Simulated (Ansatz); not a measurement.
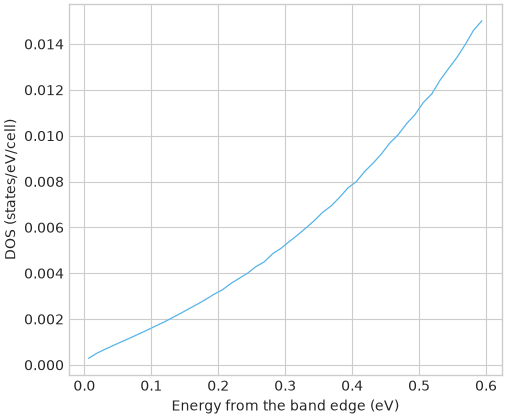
*Density of states of InP (F-43m) above the conduction band minimum, Ansatz (a first-principles code) with PBEsol with spin-orbit coupling, rigid bands; cell volume 50.8 Å³.*

Problem. What effective density of states at 300 K does this give (∫ g(E) exp(−E/k_BT) dE, both spins, divided by the cell's size)?

Solution. 3.0e17 cm⁻³, a density-of-states mass of 0.052 mₑ, valleys and band degeneracy included.

Geometry: cell and atoms relaxed with PBEsol.
